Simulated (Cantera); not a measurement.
Feed: 1 mol SiH4, 0.13 mol CH4, 980 mol H2, equilibrated at 0.130 bar.

Equilibrium computed with Cantera from the NASA thermochemical tables; the gas is ideal and each condensed phase is pure. Candidate condensed phases: C, C6H6, C7H8, C8H18, Si, SiC; 87 gas species. Mutual solubility and eutectic melting of coexisting phases are not modelled. Gases not in the tables: Si2H6 and higher silanes. Kinetics and transport are ignored.

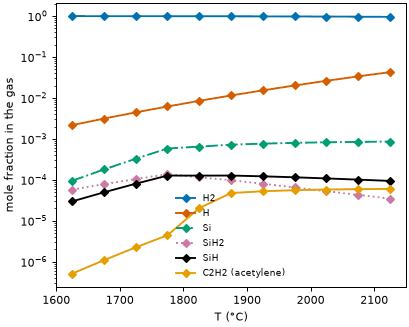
Fig. 1. Equilibrium gas composition (values under 1e-9 drawn at 1e-9)

Task: Read off the mole fractions at 1875 °C.

Result: H2 about 0.99, H about 0.011, Si about 0.00072, SiH about 0.00013, SiH2 about 9.8e-5, C2H2 (acetylene) about 4.8e-5.
